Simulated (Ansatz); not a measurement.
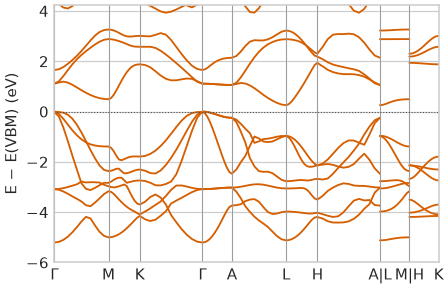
*Band structure from LDA (plane waves, PAW; program Ansatz)*

Problem. Read off the gap and where the band edges lie.

Solution. About 0.3 eV (0.25 eV by a search for the band edges); maximum at Γ, minimum at L.

Problem. Pick the material that matches.
(A) HfS2, CdI2 type
(B) ZnS, P3m1 (Pearson symbol hP16)
(C) ZnCdSe2, P3m1 (Zn on 1a, Cd on 1c, Se on 1c, Se on 1a)
(D) ZrSeS, P3m1 (Zr on 1a, Se on 1c, S on 1b)

Solution. D, ZrSeS, P3m1 (Zr on 1a, Se on 1c, S on 1b)

The workflow started from a Materials Project entry (that database holds measured and hypothetical structures alike); the Crystallography Open Database copy checked does not list it. With Se and S taken as one species the cell has the higher symmetry P-3m1, so it may be an ordered model of a mixed-site phase. Its standing as an ambient phase is unchecked. The LDA relaxation kept the symmetry of its start; whether a distortion lowers the energy is not shown. The run is not spin-polarised. A crystal of weakly bound layers computed without a dispersion correction: the cell and the soft elastic constants depend strongly on that. Scalar-relativistic: spin–orbit coupling is off unless named, which matters more the heavier the elements.

Potentials: the later of the program's two PAW sets.
